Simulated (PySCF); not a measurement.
**C₂H₉PSi₂: NMR shifts at several levels of theory**

Aim: compute the NMR shifts of C₂H₉PSi₂ (`[SiH3]/C=C\[SiH2]P`) at several levels, and see how far they spread and what each costs.

Computed with PySCF 2.14.0, with density-fitted response routines of our own, on a single molecule in the gas phase. Atoms are numbered from 0 throughout.

### Step 1. The molecule as given

14 atoms, charge 0, multiplicity 1; geometry from: GFN2-xTB. The atoms were then displaced at random by about 0.01 Å, so the start is not that level's minimum.

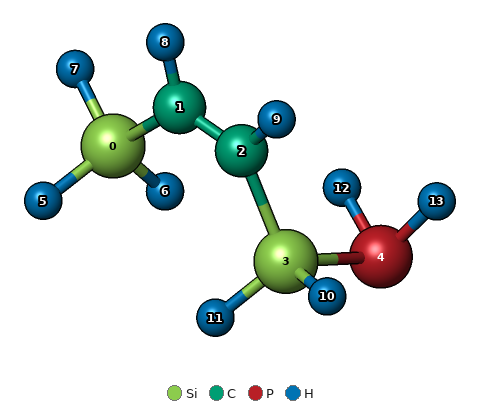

As it starts; silicon green, carbon teal, phosphorus red, hydrogen blue, atoms numbered; sticks join atoms by distance.

### Step 2. Geometry optimisation at PBE0-D3(BJ)/def2-SVP

Job settings and geometry (Å):

```
{"job": {"xc": "PBE0", "basis": "def2-SVP", "d3": "d3bj", "grid": 1, "shake": 0.01, "kind": "geom"}, "charge": 0, "multiplicity": 1}
Si    -1.875240     0.825670    -0.537910
C     -1.123560     0.150990     1.024560
C     -0.056770    -0.621210     1.099810
Si     1.083020    -1.204590    -0.321240
P      2.597310     0.315360    -0.895660
H     -2.734930    -0.172320    -1.170080
H     -0.848670     1.289030    -1.478740
H     -2.710760     2.001030    -0.160310
H     -1.622390     0.425370     1.972990
H      0.290350    -0.940960     2.104910
H      1.766390    -2.409620     0.129580
H      0.276900    -1.490340    -1.519100
H      1.780410     1.435020    -0.630760
H      3.170790     0.381480     0.374180
```

Started as:

```console
$ OMP_NUM_THREADS=1 python probes_run.py task.json out
```

This one command runs all jobs of the session in turn.

Standard output:

```text
step   0  E = -1001.11529815  max force = 0.036489
step   1  E = -1001.11993330  max force = 0.005248
step   2  E = -1001.12016950  max force = 0.001202
step   3  E = -1001.12022203  max force = 0.000997
step   4  E = -1001.12024854  max force = 0.001057
step   5  E = -1001.12025208  max force = 0.000727
step   6  E = -1001.12026787  max force = 0.000450
step   7  E = -1001.12028158  max force = 0.000392
optimisation converged
```

Wall time 43 s (1 thread of Arm Neoverse V2, shared host); peak memory 0.55 GiB.

Step by step:

```
step  energy from step 0 (eV)  largest force component (eV/Å)
   0                   0.0000                          1.8763
   1                  -0.1261                          0.2699
   2                  -0.1326                          0.0618
   3                  -0.1340                          0.0513
   4                  -0.1347                          0.0544
   5                  -0.1348                          0.0374
   6                  -0.1352                          0.0231
   7                  -0.1356                          0.0202
```

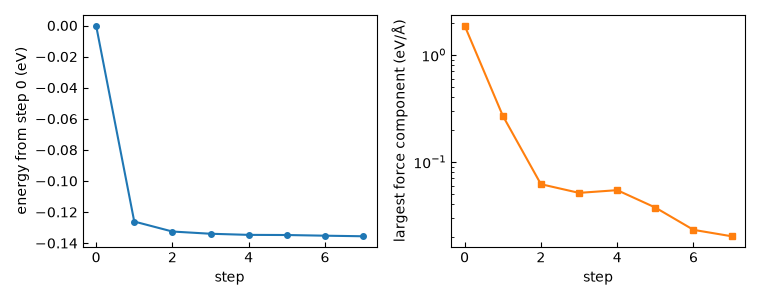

Energy and force, step by step.

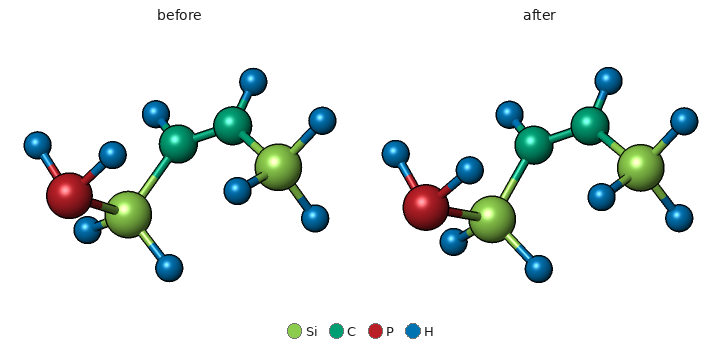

The geometry before (left) and after (right).

Close pairs (by a distance rule), those that changed most:

```
   bond  before (Å)  after (Å)  change (Å)
 Si3–P4       2.221      2.269      +0.048
Si3–H10       1.457      1.495      +0.038
 C2–Si3       1.913      1.876      -0.036
 P4–H13       1.395      1.430      +0.036
 Si0–H5       1.461      1.496      +0.035
  C1–C2       1.319      1.347      +0.028
 Si0–H6       1.468      1.495      +0.028
Si3–H11       1.472      1.495      +0.023
```

The end geometry stands in the next job.

```
                         at the end point                value
  point group (found at 0.08 Å tolerance)                   C1
rotational constants (GHz, main isotopes)  3.824, 1.114, 0.992
                        dipole moment (D)                 1.55
```

### Step 3. Nuclear shieldings: PBE0/6-31G*

Job settings and geometry (Å):

```
{"job": {"kind": "nmr", "xc": "PBE0", "basis": "6-31G*", "pop": true}, "charge": 0, "multiplicity": 1}
Si    -1.816123     0.833882    -0.441956
C     -0.949133     0.201504     1.103806
C      0.159700    -0.561515     1.145605
Si     1.119836    -1.192091    -0.338092
P      2.786198     0.197670    -1.001009
H     -2.721430    -0.204708    -1.024387
H     -0.821985     1.236001    -1.483674
H     -2.637440     2.026932    -0.076366
H     -1.400159     0.498381     2.062228
H      0.557174    -0.836044     2.134155
H      1.753382    -2.502176     0.002624
H      0.202285    -1.382296    -1.502866
H      1.976795     1.367563    -0.862963
H      3.327415     0.309220     0.318397
```

Method: GIAO PBE0/6-31G* NMR shielding, non-relativistic, gas phase.

Standard output:

```text
coarse grid: 12624 points
cycle   1  E = -1001.4310874114  dE =  1.231e-02  |g| = 2.897e-01  |ddm| = 3.222e+00
cycle   2  E = -1001.4280238758  dE =  3.064e-03  |g| = 3.088e-01  |ddm| = 6.544e-01
cycle   3  E = -1001.4558849010  dE = -2.786e-02  |g| = 3.108e-02  |ddm| = 3.685e-01
cycle   4  E = -1001.4561479320  dE = -2.630e-04  |g| = 1.535e-02  |ddm| = 6.599e-02
cycle   5  E = -1001.4562309152  dE = -8.298e-05  |g| = 4.194e-03  |ddm| = 2.478e-02
cycle   6  E = -1001.4562353085  dE = -4.393e-06  |g| = 1.490e-03  |ddm| = 4.901e-03
final grid: 106544 points
cycle   7  E = -1001.3904238244  dE = -9.013e-06  |g| = 6.349e-03  |ddm| = 2.048e-02
cycle   8  E = -1001.3904125876  dE =  1.124e-05  |g| = 8.855e-03  |ddm| = 1.752e-02
cycle   9  E = -1001.3904361095  dE = -2.352e-05  |g| = 1.180e-03  |ddm| = 1.024e-02
cycle  10  E = -1001.3904364958  dE = -3.863e-07  |g| = 1.354e-04  |ddm| = 1.166e-03
cycle  11  E = -1001.3904365012  dE = -5.442e-09  |g| = 3.588e-05  |ddm| = 2.126e-04
cycle  12  E = -1001.3904365016  dE = -4.052e-10  |g| = 8.757e-06  |ddm| = 6.353e-05
converged SCF energy = -1001.3904365016

GIAO shielding tensors (ppm)
atom      isotropic    diamagn.    paramagn.     s11        s22        s33       span
  0 Si     466.822     883.265    -416.442    445.487    466.383    488.598     43.111
  1 C       57.309     254.675    -197.366    -49.513     39.226    182.216    231.728
  2 C       49.467     255.629    -206.162    -61.950     32.899    177.454    239.404
  3 Si     444.098     883.476    -439.378    416.489    442.138    473.666     57.177
  4 P      606.747     967.052    -360.304    578.518    586.490    655.234     76.717
  5 H       27.514      29.738      -2.224     24.603     25.977     31.961      7.358
  6 H       27.498      31.791      -4.293     23.625     28.556     30.315      6.690
  7 H       27.722      29.291      -1.570     24.869     25.718     32.578      7.708
  8 H       25.150      29.013      -3.863     23.870     24.366     27.215      3.345
  9 H       24.895      29.641      -4.746     23.070     24.744     26.872      3.802
 10 H       27.416      29.398      -1.983     24.273     25.464     32.510      8.236
 11 H       27.121      31.523      -4.402     23.699     26.835     30.831      7.132
 12 H       30.182      31.504      -1.322     25.238     28.263     37.046     11.807
 13 H       30.264      30.191       0.072     26.240     27.194     37.356     11.116
```

It took 7.7 s on 1 thread of Arm Neoverse V2, shared host; peak memory 0.58 GiB.

The references, computed at this level on geometries of the same kind, shield at (ppm): 1H TMS 31.96, 13C TMS 194.1, 29Si TMS 418.1, 31P H3PO4 376.2. Their shielding less the atom's gives the shift. The references are single molecules in the gas phase, so shifts against H2O, NH3, PH3, H3PO4 or CFCl3 are not on the usual liquid scales and can be off by tens of ppm. Atoms listed in one row are averaged.

```
     atoms                            environment  σ (ppm)  δ (ppm)
        C2                              alkene CH     49.5    144.7
        C1                              alkene CH     57.3    136.8
        H9               hydrogen on an alkene CH    24.90     7.07
        H8               hydrogen on an alkene CH    25.15     6.81
  H10, H11   hydrogen on a silicon bonded to C, P    27.27     4.69
H5, H6, H7      hydrogen on a silicon bonded to C    27.58     4.39
  H12, H13  hydrogen on a phosphorus bonded to Si    30.22     1.74
       Si3            silicon bonded to C, P, 2 H    444.1    -26.0
       Si0               silicon bonded to C, 3 H    466.8    -48.7
        P4           phosphorus bonded to Si, 2 H    606.7   -230.5
```

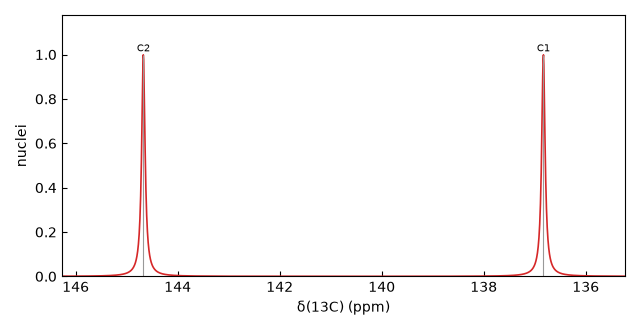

13C lines at the computed shifts, without couplings. Lines are broadened to a width of 0.08 ppm (Lorentzian).

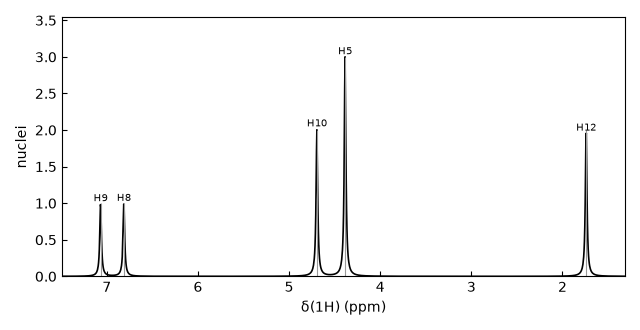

1H lines at the computed shifts, without couplings. Lines are broadened to a width of 0.02 ppm (Lorentzian).

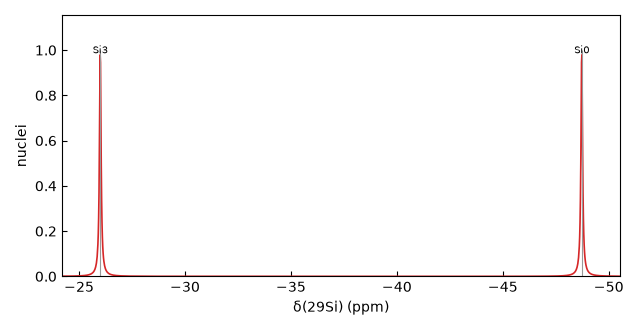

29Si lines at the computed shifts, without couplings. Lines are broadened to a width of 0.09 ppm (Lorentzian).

The run also stored atomic charges by several schemes (e):

```
atoms  Mulliken    IAO  Hirshfeld  ESP fit
  Si0      0.34   0.56       0.28     0.14
   C1     -0.35  -0.39      -0.12    -0.08
   C2     -0.32  -0.39      -0.12    -0.48
  Si3      0.32   0.54       0.25     0.49
   P4     -0.18  -0.09      -0.03    -0.37
```

Hirshfeld charges:

Si0 0.28; C1 -0.12; C2 -0.12; Si3 0.25; P4 -0.03; H5 -0.07; H6 -0.07; H7 -0.07; H8 0.05; H9 0.05; H10 -0.07; H11 -0.07; H12 0.00; H13 0.00

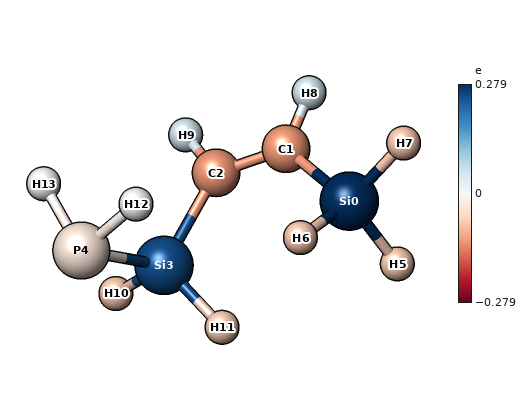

Hirshfeld charges, as colours on the atoms.

Mayer bond orders: Si0–C1 0.95, C1–C2 1.91, C2–Si3 0.95, Si3–P4 0.95.

### Step 4. Nuclear shieldings: PBE0/6-311+G(2d,p)

Same as in step 3 but for these lines:

```diff
@@ -1,2 +1,2 @@
-{"job": {"kind": "nmr", "xc": "PBE0", "basis": "6-31G*", "pop": true}, "charge": 0, "multiplicity": 1}
+{"job": {"kind": "nmr", "xc": "PBE0", "basis": "6-311+G(2d,p)", "pop": true}, "charge": 0, "multiplicity": 1}
 Si    -1.816123     0.833882    -0.441956
```

With the program's defaults for keys left out, this is: GIAO PBE0/6-311+G(2d,p) NMR shielding, non-relativistic, gas phase.

Standard output:

```text
coarse grid: 12624 points
cycle   1  E = -1001.4753265317  dE = -2.640e-02  |g| = 3.405e-01  |ddm| = 2.933e+00
cycle   2  E = -1001.4697388057  dE =  5.588e-03  |g| = 3.350e-01  |ddm| = 5.643e-01
cycle   3  E = -1001.4986216850  dE = -2.888e-02  |g| = 5.997e-02  |ddm| = 3.809e-01
cycle   4  E = -1001.4995896121  dE = -9.679e-04  |g| = 1.658e-02  |ddm| = 1.351e-01
cycle   5  E = -1001.4996689100  dE = -7.930e-05  |g| = 4.618e-03  |ddm| = 4.571e-02
cycle   6  E = -1001.4996733640  dE = -4.454e-06  |g| = 1.348e-03  |ddm| = 7.819e-03
final grid: 106544 points
cycle   7  E = -1001.5039019718  dE = -2.494e-05  |g| = 6.197e-03  |ddm| = 6.246e-02
cycle   8  E = -1001.5038916087  dE =  1.036e-05  |g| = 8.569e-03  |ddm| = 1.891e-02
cycle   9  E = -1001.5039116231  dE = -2.001e-05  |g| = 1.170e-03  |ddm| = 1.192e-02
cycle  10  E = -1001.5039119551  dE = -3.320e-07  |g| = 2.968e-04  |ddm| = 1.211e-03
cycle  11  E = -1001.5039119792  dE = -2.406e-08  |g| = 6.750e-05  |ddm| = 4.961e-04
cycle  12  E = -1001.5039119804  dE = -1.171e-09  |g| = 1.416e-05  |ddm| = 1.287e-04
cycle  13  E = -1001.5039119804  dE = -6.480e-11  |g| = 2.761e-06  |ddm| = 4.019e-05
converged SCF energy = -1001.5039119804

GIAO shielding tensors (ppm)
atom      isotropic    diamagn.    paramagn.     s11        s22        s33       span
  0 Si     425.875     880.920    -455.045    406.126    418.803    452.698     46.572
  1 C       38.305     255.107    -216.802    -79.711     19.940    174.686    254.397
  2 C       27.458     258.676    -231.219    -97.171     10.469    169.075    266.246
  3 Si     398.890     880.712    -481.822    366.155    404.855    425.662     59.507
  4 P      576.162     966.306    -390.143    542.724    566.080    619.683     76.959
  5 H       26.936      29.175      -2.239     24.126     25.331     31.351      7.224
  6 H       26.956      30.757      -3.801     23.287     27.771     29.809      6.522
  7 H       27.221      28.727      -1.506     24.469     25.212     31.982      7.513
  8 H       24.354      30.947      -6.593     22.560     23.507     26.996      4.436
  9 H       24.022      31.353      -7.331     21.046     24.274     26.744      5.698
 10 H       26.818      28.580      -1.762     23.813     24.849     31.791      7.978
 11 H       26.536      30.157      -3.622     23.300     26.106     30.201      6.901
 12 H       29.622      29.544       0.077     24.712     27.751     36.401     11.689
 13 H       29.695      28.893       0.802     25.589     26.884     36.613     11.025
```

Run time: 21 s. Hardware: 1 thread of Arm Neoverse V2, shared host; peak memory 0.98 GiB.

Key values: δ C2 159.0, C1 148.1, Si3 -54.5, Si0 -81.4, H9 7.49, H8 7.16 ppm.

### Step 5. NMR shieldings: PBE0/def2-SVP

Same as in step 4 but for these lines:

```diff
@@ -1,2 +1,2 @@
-{"job": {"kind": "nmr", "xc": "PBE0", "basis": "6-311+G(2d,p)", "pop": true}, "charge": 0, "multiplicity": 1}
+{"job": {"kind": "nmr", "xc": "PBE0", "basis": "def2-SVP", "pop": true}, "charge": 0, "multiplicity": 1}
 Si    -1.816123     0.833882    -0.441956
```

Method: GIAO PBE0/def2-SVP NMR shielding, non-relativistic, gas phase.

Standard output:

```text
coarse grid: 12624 points
cycle   1  E = -1000.9656490157  dE = -3.109e-02  |g| = 2.669e-01  |ddm| = 3.476e+00
cycle   2  E = -1000.9635823214  dE =  2.067e-03  |g| = 2.801e-01  |ddm| = 6.133e-01
cycle   3  E = -1000.9863263017  dE = -2.274e-02  |g| = 3.124e-02  |ddm| = 3.364e-01
cycle   4  E = -1000.9865913916  dE = -2.651e-04  |g| = 1.513e-02  |ddm| = 6.756e-02
cycle   5  E = -1000.9866697436  dE = -7.835e-05  |g| = 3.546e-03  |ddm| = 2.670e-02
cycle   6  E = -1000.9866724428  dE = -2.699e-06  |g| = 1.800e-03  |ddm| = 4.832e-03
final grid: 106544 points
cycle   7  E = -1001.1069701081  dE = -8.213e-06  |g| = 6.214e-03  |ddm| = 2.622e-02
cycle   8  E = -1001.1069563828  dE =  1.373e-05  |g| = 9.239e-03  |ddm| = 1.768e-02
cycle   9  E = -1001.1069814164  dE = -2.503e-05  |g| = 1.229e-03  |ddm| = 1.051e-02
cycle  10  E = -1001.1069818402  dE = -4.238e-07  |g| = 1.108e-04  |ddm| = 1.312e-03
cycle  11  E = -1001.1069818441  dE = -3.859e-09  |g| = 2.799e-05  |ddm| = 1.960e-04
cycle  12  E = -1001.1069818443  dE = -2.524e-10  |g| = 7.845e-06  |ddm| = 6.295e-05
converged SCF energy = -1001.1069818443

GIAO shielding tensors (ppm)
atom      isotropic    diamagn.    paramagn.     s11        s22        s33       span
  0 Si     486.433     881.597    -395.164    464.354    480.434    514.512     50.158
  1 C       51.922     255.392    -203.470    -59.652     29.967    185.450    245.103
  2 C       43.121     256.190    -213.069    -73.440     22.481    180.321    253.761
  3 Si     460.441     882.912    -422.471    428.428    462.734    490.160     61.732
  4 P      633.589     964.379    -330.791    599.776    621.580    679.410     79.634
  5 H       27.061      29.355      -2.294     24.207     25.355     31.620      7.413
  6 H       27.095      31.199      -4.104     23.261     28.041     29.983      6.722
  7 H       27.302      29.012      -1.710     24.465     25.215     32.227      7.762
  8 H       24.469      30.217      -5.748     22.978     23.383     27.045      4.067
  9 H       24.219      30.896      -6.678     21.694     24.171     26.791      5.098
 10 H       26.913      29.214      -2.300     23.736     24.878     32.125      8.388
 11 H       26.702      31.079      -4.378     23.310     26.260     30.535      7.224
 12 H       29.787      31.097      -1.309     24.804     27.893     36.666     11.862
 13 H       29.837      29.687       0.150     25.677     26.867     36.968     11.291
```

It took 9.6 s on 1 thread of Arm Neoverse V2, shared host; peak memory 0.67 GiB.

This run: δ C2 150.6, C1 141.8, Si3 -53.3, Si0 -79.3, H9 7.12, H8 6.87 ppm.

### Step 6. Shielding tensors: PBE0/def2-TZVP

Same as in step 5 but for these lines:

```diff
@@ -1,2 +1,2 @@
-{"job": {"kind": "nmr", "xc": "PBE0", "basis": "def2-SVP", "pop": true}, "charge": 0, "multiplicity": 1}
+{"job": {"kind": "nmr", "xc": "PBE0", "basis": "def2-TZVP", "pop": true}, "charge": 0, "multiplicity": 1}
 Si    -1.816123     0.833882    -0.441956
```

With the program's defaults for keys left out, this is: GIAO PBE0/def2-TZVP NMR shielding, non-relativistic, gas phase.

Standard output:

```text
coarse grid: 12624 points
cycle   1  E = -1001.4924191246  dE = -1.407e-02  |g| = 3.212e-01  |ddm| = 2.718e+00
cycle   2  E = -1001.4862222719  dE =  6.197e-03  |g| = 3.402e-01  |ddm| = 4.796e-01
cycle   3  E = -1001.5168778512  dE = -3.066e-02  |g| = 4.741e-02  |ddm| = 2.871e-01
cycle   4  E = -1001.5174734426  dE = -5.956e-04  |g| = 1.713e-02  |ddm| = 5.402e-02
cycle   5  E = -1001.5175627902  dE = -8.935e-05  |g| = 3.870e-03  |ddm| = 2.016e-02
cycle   6  E = -1001.5175658751  dE = -3.085e-06  |g| = 1.125e-03  |ddm| = 3.719e-03
final grid: 106544 points
cycle   7  E = -1001.5120359480  dE = -2.423e-05  |g| = 6.312e-03  |ddm| = 3.989e-02
cycle   8  E = -1001.5120270680  dE =  8.880e-06  |g| = 8.221e-03  |ddm| = 1.073e-02
cycle   9  E = -1001.5120454337  dE = -1.837e-05  |g| = 1.124e-03  |ddm| = 6.461e-03
cycle  10  E = -1001.5120457268  dE = -2.931e-07  |g| = 3.673e-04  |ddm| = 9.060e-04
cycle  11  E = -1001.5120457637  dE = -3.692e-08  |g| = 6.593e-05  |ddm| = 2.891e-04
cycle  12  E = -1001.5120457648  dE = -1.097e-09  |g| = 1.701e-05  |ddm| = 6.841e-05
cycle  13  E = -1001.5120457649  dE = -9.504e-11  |g| = 3.143e-06  |ddm| = 2.136e-05
converged SCF energy = -1001.5120457649

GIAO shielding tensors (ppm)
atom      isotropic    diamagn.    paramagn.     s11        s22        s33       span
  0 Si     414.933     879.470    -464.537    396.330    405.760    442.708     46.378
  1 C       36.973     249.695    -212.722    -82.354     18.415    174.858    257.212
  2 C       25.887     251.802    -225.916   -100.191      8.505    169.346    269.538
  3 Si     388.641     879.193    -490.552    354.801    395.031    416.089     61.289
  4 P      565.563     966.547    -400.984    529.724    552.969    613.995     84.272
  5 H       26.925      29.313      -2.388     24.189     25.343     31.241      7.052
  6 H       26.926      31.164      -4.237     23.348     27.706     29.725      6.378
  7 H       27.158      28.956      -1.798     24.440     25.158     31.875      7.435
  8 H       24.308      29.613      -5.304     22.347     23.551     27.026      4.679
  9 H       23.971      30.443      -6.472     20.863     24.306     26.744      5.881
 10 H       26.760      29.147      -2.387     23.806     24.806     31.668      7.862
 11 H       26.509      30.953      -4.444     23.344     26.035     30.147      6.803
 12 H       29.666      31.329      -1.662     24.926     27.782     36.291     11.365
 13 H       29.688      29.857      -0.169     25.731     26.894     36.439     10.708
```

Run time: 25 s. Hardware: 1 thread of Arm Neoverse V2, shared host; peak memory 1.1 GiB.

This run: δ C2 160.8, C1 149.7, Si3 -57.1, Si0 -83.4, H9 7.51, H8 7.17 ppm.

### Step 7. Shielding tensors: PBE0/cc-pVDZ

Same as in step 6 but for these lines:

```diff
@@ -1,2 +1,2 @@
-{"job": {"kind": "nmr", "xc": "PBE0", "basis": "def2-TZVP", "pop": true}, "charge": 0, "multiplicity": 1}
+{"job": {"kind": "nmr", "xc": "PBE0", "basis": "cc-pVDZ", "pop": true}, "charge": 0, "multiplicity": 1}
 Si    -1.816123     0.833882    -0.441956
```

Level: GIAO PBE0/cc-pVDZ NMR shielding, non-relativistic, gas phase.

Standard output:

```text
coarse grid: 12624 points
cycle   1  E = -1001.4112067917  dE =  5.072e-02  |g| = 2.699e-01  |ddm| = 6.409e+00
cycle   2  E = -1001.4081261431  dE =  3.081e-03  |g| = 2.897e-01  |ddm| = 1.164e+00
cycle   3  E = -1001.4326080768  dE = -2.448e-02  |g| = 3.160e-02  |ddm| = 5.733e-01
cycle   4  E = -1001.4328847189  dE = -2.766e-04  |g| = 1.513e-02  |ddm| = 9.963e-02
cycle   5  E = -1001.4329672667  dE = -8.255e-05  |g| = 3.002e-03  |ddm| = 4.094e-02
cycle   6  E = -1001.4329690641  dE = -1.797e-06  |g| = 1.770e-03  |ddm| = 6.709e-03
final grid: 106544 points
cycle   7  E = -1001.4513058592  dE = -6.218e-06  |g| = 6.572e-03  |ddm| = 4.758e-02
cycle   8  E = -1001.4512903793  dE =  1.548e-05  |g| = 9.779e-03  |ddm| = 2.890e-02
cycle   9  E = -1001.4513186374  dE = -2.826e-05  |g| = 1.254e-03  |ddm| = 1.687e-02
cycle  10  E = -1001.4513190765  dE = -4.392e-07  |g| = 1.186e-04  |ddm| = 2.045e-03
cycle  11  E = -1001.4513190810  dE = -4.524e-09  |g| = 2.733e-05  |ddm| = 2.745e-04
cycle  12  E = -1001.4513190813  dE = -2.490e-10  |g| = 8.270e-06  |ddm| = 9.210e-05
converged SCF energy = -1001.4513190813

GIAO shielding tensors (ppm)
atom      isotropic    diamagn.    paramagn.     s11        s22        s33       span
  0 Si     491.128     883.803    -392.675    470.998    489.247    513.139     42.141
  1 C       54.338     251.105    -196.767    -56.526     35.354    184.187    240.713
  2 C       45.006     252.147    -207.142    -71.110     26.786    179.342    250.452
  3 Si     467.379     885.157    -417.778    442.420    467.789    491.927     49.506
  4 P      629.889     967.190    -337.301    597.027    618.169    674.470     77.443
  5 H       27.023      29.662      -2.639     24.073     25.272     31.725      7.652
  6 H       27.051      31.732      -4.681     23.103     27.860     30.188      7.085
  7 H       27.274      29.243      -1.969     24.311     25.108     32.403      8.091
  8 H       24.307      29.664      -5.357     22.743     23.282     26.897      4.154
  9 H       24.038      30.378      -6.340     21.415     24.097     26.601      5.187
 10 H       26.898      29.365      -2.467     23.655     24.765     32.275      8.620
 11 H       26.664      31.507      -4.844     23.187     26.123     30.681      7.493
 12 H       29.728      31.438      -1.711     24.684     27.872     36.626     11.942
 13 H       29.797      29.803      -0.006     25.645     26.828     36.917     11.272
```

Wall time 12 s (1 thread of Arm Neoverse V2, shared host); peak memory 0.72 GiB.

In short: δ C2 151.7, C1 142.4, Si3 -48.8, Si0 -72.5, H9 7.25, H8 6.98 ppm.

[end of part 1 of 2]
